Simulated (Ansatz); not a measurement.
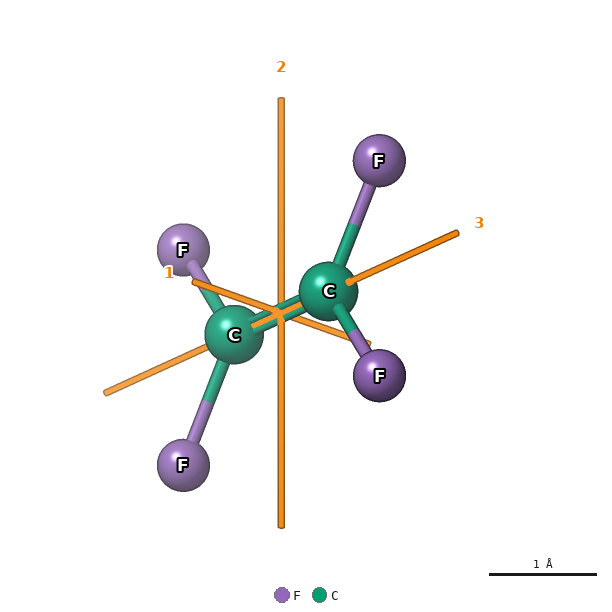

The three principal axes of inertia are drawn and numbered. Depth is shown by fading: the farther an atom, the more it takes the colour of the background. The geometry was computed by an optimisation with PBE-D4/def2-SVP. No frequency run is at hand to confirm it as a minimum. Masses are those of the most abundant isotopes; constants are for the rigid equilibrium geometry.

**Which line is the a axis (least moment of inertia), which b and which c?**

a is line 3, b is line 2, c is line 1; the moments are 93.6, 159, 252 u Å².

**What kind of rotor is it, and what are its rotational constants in MHz?**

An asymmetric top (D2h): A = 5400, B = 3186, C = 2004 MHz. Ray's parameter κ is −0.30, nearer the prolate limit.
